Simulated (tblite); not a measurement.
**C₄H₁₁BClSi: geometry relaxation (part 1 of 2)**

C₄H₁₁BClSi, multiplicity 2, SMILES CBC[SiH2][CH]CCl, computed with GFN2-xTB geometry optimisation, gas phase (tblite 0.8.0).

It belongs to a series of runs on one base structure; here: H removed from sp3 C.

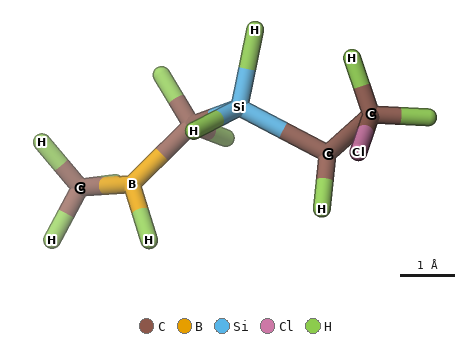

*The starting structure (stick view, seen at a tilt).*

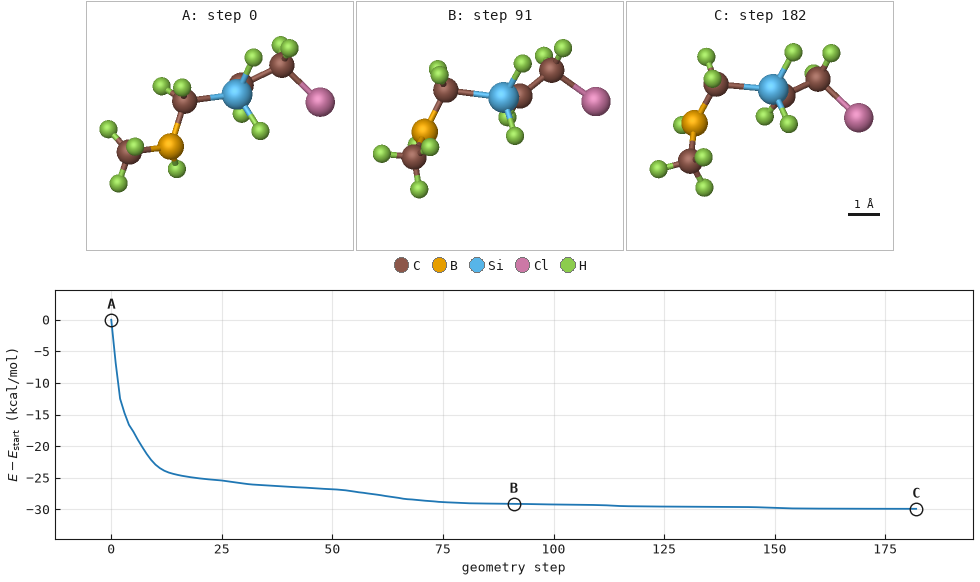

*Frames of the relaxation (ball-and-stick view, seen at a tilt) above the curves, on which the letters mark them (steps are counted from 0).*

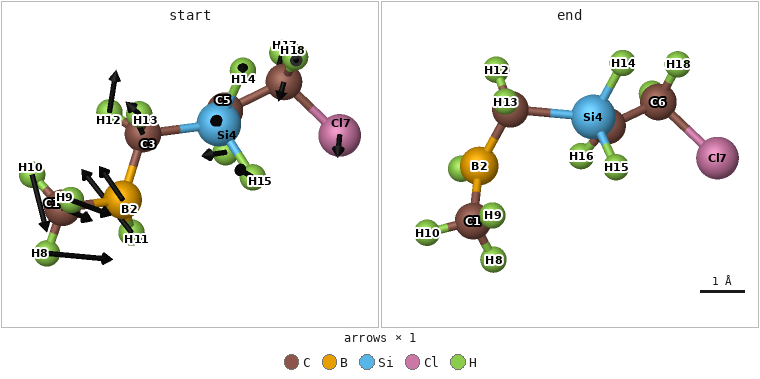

*Before (left) and after (right) the relaxation, at one scale (ball-and-stick view, seen at a tilt). The black arrows give the displacements, at true length.*

After 182 geometry steps the energy has fallen by 29.9 kcal/mol. Largest force component: 2 eV/Å at the start, 0.007 eV/Å at the end. The largest move after the best rigid fit is that of H11, 1.99 Å. Largest moves by element: H 1.99 Å, B 1.09 Å, C 0.86 Å, Cl 0.62 Å, Si 0.47 Å. Among the contacts that change: C3–Si4 1.834 → 1.919 Å, C6–Cl7 1.787 → 1.855 Å, C5–C6 1.517 → 1.450 Å, C3–H13 1.127 → 1.089 Å. Among the angles that change: Si4–C5–C6 106.9° → 123.9°, C6–C5–H16 106.0° → 115.6°, B2–C3–H13 103.8° → 113.3°. (Atoms are counted from 1 in the order of the input.)

These pictures come from the run below.

The input
```
{"job": {"kind": "relax", "xc": "GFN2-xTB", "basis": "xTB"}, "charge": 0, "multiplicity": 2}
C     -3.452700    -0.279800     0.201700
B     -1.916500    -0.507700     0.524500
C     -0.931500     0.543900    -0.126200
Si     0.788300     0.519400     0.509300
C      1.968400    -0.424600    -0.592900
C      3.368100     0.052000    -0.251900
Cl     4.096600    -0.948800     1.036800
H     -3.987500    -1.223700     0.450300
H     -3.812300     0.569800     0.825400
H     -3.501900    -0.051400    -0.879200
H     -1.531100    -1.647200     0.550400
H     -1.028500     0.444400    -1.215900
H     -1.385200     1.540100     0.142900
H      1.289200     1.914900     0.541800
H      0.781500    -0.096000     1.856000
H      1.953500    -1.501600    -0.372200
H      4.024600    -0.002800    -1.118700
H      3.268200     1.105600     0.112100
```

The first line tells a small driver script what to run in tblite; the rest is the geometry in Å.

Command:
```bash
OMP_NUM_THREADS=1 python <driver script> task.json out
```

What the program printed
```
step      E/eV     max force
  0    -586.30136    2.369
  1    -586.59842    1.706
  2    -586.84326    0.902
  3    -586.94176    0.657
  4    -587.02213    0.505
  5    -587.06900    0.526
  6    -587.12430    0.485
  7    -587.17394    0.459
  8    -587.22121    0.475
  9    -587.26231    0.440
 10    -587.29531    0.376
 11    -587.31934    0.339
 12    -587.33717    0.245
 13    -587.34951    0.264
 14    -587.35833    0.229
 15    -587.36551    0.183
 16    -587.37181    0.185
 17    -587.37711    0.170
 18    -587.38175    0.134
 19    -587.38597    0.157
 20    -587.38976    0.155
 21    -587.39310    0.119
 22    -587.39611    0.126
 23    -587.39868    0.104
 24    -587.40105    0.115
 25    -587.40401    0.122
 26    -587.40794    0.143
 27    -587.41254    0.213
 28    -587.41690    0.220
 29    -587.42094    0.158
 30    -587.42510    0.135
 31    -587.42900    0.150
 32    -587.43182    0.136
 33    -587.43361    0.095
 34    -587.43506    0.098
 35    -587.43661    0.110
 36    -587.43837    0.107
 37    -587.44025    0.113
 38    -587.44224    0.104
 39    -587.44445    0.109
 40    -587.44677    0.108
 41    -587.44883    0.096
 42    -587.45038    0.091
 43    -587.45170    0.099
 44    -587.45332    0.123
 45    -587.45544    0.128
 46    -587.45768    0.154
 47    -587.45960    0.127
 48    -587.46115    0.086
 49    -587.46255    0.087
 50    -587.46407    0.095
 51    -587.46591    0.136
 52    -587.46831    0.143
 53    -587.47136    0.188
 54    -587.47542    0.199
 55    -587.48019    0.185
 56    -587.48504    0.175
 57    -587.48834    0.168
 58    -587.49287    0.186
 59    -587.49645    0.178
 60    -587.50078    0.194
 61    -587.50520    0.196
 62    -587.51042    0.186
 63    -587.51474    0.169
 64    -587.51969    0.191
 65    -587.52344    0.239
 66    -587.52894    0.109
 67    -587.53238    0.112
 68    -587.53423    0.162
 69    -587.53723    0.153
 70    -587.54015    0.125
 71    -587.54294    0.144
 72    -587.54500    0.178
 73    -587.54735    0.176
 74    -587.55041    0.118
 75    -587.55247    0.107
 76    -587.55386    0.085
 77    -587.55492    0.078
 78    -587.55636    0.087
 79    -587.55791    0.096
 80    -587.55940    0.082
 81    -587.56038    0.062
 82    -587.56099    0.052
 83    -587.56144    0.060
 84    -587.56187    0.041
 85    -587.56223    0.039
 86    -587.56249    0.039
 87    -587.56275    0.049
 88    -587.56302    0.039
 89    -587.56333    0.039
 90    -587.56369    0.044
 91    -587.56406    0.050
 92    -587.56443    0.053
 93    -587.56483    0.043
 94    -587.56533    0.054
 95    -587.56601    0.065
 96    -587.56676    0.059
 97    -587.56736    0.049
 98    -587.56778    0.051
 99    -587.56811    0.049
100    -587.56841    0.042
101    -587.56872    0.044
102    -587.56908    0.061
103    -587.56953    0.062
104    -587.57000    0.042
105    -587.57035    0.040
106    -587.57063    0.050
107    -587.57092    0.052
108    -587.57134    0.049
109    -587.57187    0.056
110    -587.57247    0.061
111    -587.57321    0.073
112    -587.57433    0.109
113    -587.57609    0.126
114    -587.57747    0.101
115    -587.57903    0.079
116    -587.57996    0.048
117    -587.58046    0.080
118    -587.58087    0.054
119    -587.58164    0.045
120    -587.58213    0.028
121    -587.58229    0.025
122    -587.58240    0.021
123    -587.58253    0.028
124    -587.58267    0.032
125    -587.58282    0.034
126    -587.58296    0.025
127    -587.58308    0.023
128    -587.58321    0.027
129    -587.58336    0.029
130    -587.58352    0.031
131    -587.58369    0.025
132    -587.58389    0.026
133    -587.58408    0.029
134    -587.58422    0.025
135    -587.58432    0.024
136    -587.58440    0.022
137    -587.58448    0.023
138    -587.58462    0.029
139    -587.58482    0.040
140    -587.58513    0.043
141    -587.58549    0.044
142    -587.58580    0.043
143    -587.58604    0.038
144    -587.58629    0.039
145    -587.58671    0.048
146    -587.58743    0.073
147    -587.58847    0.088
148    -587.58967    0.074
149    -587.59074    0.122
150    -587.59108    0.101
151    -587.59271    0.052
152    -587.59362    0.055
153    -587.59514    0.064
154    -587.59554    0.066
155    -587.59588    0.033
156    -587.59617    0.035
157    -587.59639    0.034
158    -587.59659    0.029
159    -587.59675    0.025
160    -587.59691    0.026
161    -587.59707    0.027
162    -587.59720    0.024
163    -587.59733    0.030
164    -587.59745    0.034
165    -587.59759    0.028
166    -587.59772    0.025
167    -587.59780    0.015
168    -587.59784    0.014
169    -587.59787    0.016
170    -587.59789    0.015
171    -587.59792    0.018
172    -587.59796    0.018
173    -587.59800    0.018
174    -587.59805    0.018
175    -587.59811    0.017
176    -587.59817    0.019
177    -587.59822    0.018
178    -587.59826    0.015
179    -587.59830    0.017
180    -587.59834    0.018
181    -587.59837    0.011
182    -587.59839    0.008
```

Trajectory as extended XYZ (Å, eV, eV/Å), 12 of the 183 frames kept, from step=0 to step=182
```
18
Properties=species:S:1:pos:R:3:forces:R:3 step=0 energy=-586.30136
C    -3.4527   -0.2798    0.2017    0.3440  -0.3300   1.0570
B    -1.9165   -0.5077    0.5245    0.2780  -1.1540  -2.0500
C    -0.9315    0.5439   -0.1262   -1.9100   1.0070   0.4900
Si    0.7883    0.5194    0.5093    0.6090   0.2290   0.0690
C     1.9684   -0.4246   -0.5929    1.3110  -0.3690   1.9360
C     3.3681    0.0520   -0.2519   -1.0470   0.7120  -0.5790
Cl    4.0966   -0.9488    1.0368    0.0390   0.0980  -0.0140
H    -3.9875   -1.2237    0.4503   -0.1730   1.0310  -0.3690
H    -3.8123    0.5698    0.8254   -0.2460  -0.6390  -0.7870
H    -3.5019   -0.0514   -0.8792   -0.4140  -0.0450   0.8040
H    -1.5311   -1.6472    0.5504   -0.1240   0.5730   0.6550
H    -1.0285    0.4444   -1.2159    0.1780   0.0710   0.3980
H    -1.3852    1.5401    0.1429    0.5150  -0.5830  -0.5790
H     1.2892    1.9149    0.5418   -0.0670  -0.1110   0.1460
H     0.7815   -0.0960    1.8560    0.1360   0.1700  -0.0300
H     1.9535   -1.5016   -0.3722   -0.2880   0.1740  -0.8980
H     4.0246   -0.0028   -1.1187    0.1750  -0.0020   0.0500
H     3.2682    1.1056    0.1121    0.6850  -0.8340  -0.2980
18
Properties=species:S:1:pos:R:3:forces:R:3 step=17 energy=-587.37711
C    -3.5196   -0.3468    0.1943    0.1010  -0.0350  -0.0140
B    -1.9613   -0.6070    0.2697   -0.0470  -0.0120   0.0650
C    -0.9788    0.5509   -0.1375   -0.0020  -0.1090  -0.0080
Si    0.7591    0.5525    0.6457    0.0190   0.0130  -0.0140
C     2.0558   -0.3912   -0.3042   -0.0290  -0.0970   0.0530
C     3.4448    0.0280   -0.2614   -0.0520   0.0190  -0.0740
Cl    4.3540   -0.8915    1.0583   -0.0350  -0.0640   0.0520
H    -4.1426   -1.1944    0.4800    0.0780   0.0880   0.0090
H    -3.7932    0.5025    0.8247   -0.0260  -0.0900  -0.0730
H    -3.7983   -0.0673   -0.8252   -0.0040   0.0150   0.1130
H    -1.5314   -1.6403    0.6264   -0.0660  -0.0240  -0.0960
H    -0.8535    0.4974   -1.2228    0.0100   0.0040   0.0180
H    -1.4463    1.5193    0.0498    0.0520   0.0250  -0.0830
H     1.2471    1.9364    0.6449    0.0150   0.1610   0.0530
H     0.7139    0.0691    2.0322   -0.0550  -0.0200   0.0550
H     1.8805   -1.3632   -0.7460   -0.0660   0.0490   0.0280
H     4.0091   -0.2186   -1.1606    0.0100   0.0680  -0.0060
H     3.5519    1.0707    0.0257    0.0980   0.0090  -0.0790
18
Properties=species:S:1:pos:R:3:forces:R:3 step=33 energy=-587.43361
C    -3.4887   -0.3506    0.2407    0.0160   0.0190   0.0020
B    -1.9341   -0.6219    0.2361   -0.0070  -0.0250  -0.0680
C    -0.9424    0.5285   -0.1569    0.0160   0.0020  -0.0080
Si    0.7445    0.6370    0.7346    0.0780  -0.0270   0.0090
C     2.0180   -0.2978   -0.2587    0.0150  -0.0510   0.0240
C     3.4331    0.0225   -0.3033   -0.0160  -0.0240   0.0480
Cl    4.2797   -0.9487    1.0407   -0.0090   0.0320  -0.0250
H    -4.1057   -1.1986    0.5307    0.0670  -0.0030   0.0090
H    -3.7742    0.4918    0.8688    0.0560   0.0240   0.0140
H    -3.7840   -0.0694   -0.7725   -0.0240  -0.0070   0.0270
H    -1.5252   -1.7101    0.4031    0.0140   0.0150  -0.0040
H    -0.7047    0.3554   -1.2104   -0.0260   0.0310  -0.0240
H    -1.4116    1.5115   -0.1098   -0.0410  -0.0070  -0.0610
H     1.1939    2.0371    0.8043   -0.0190   0.0150  -0.0080
H     0.6172    0.1246    2.1066    0.0200  -0.0250   0.0260
H     1.7582   -1.2568   -0.6894   -0.0220   0.0350   0.0000
H     3.9517   -0.3067   -1.2057   -0.0740   0.0340   0.0480
H     3.6656    1.0584   -0.0647   -0.0440  -0.0390  -0.0090
```
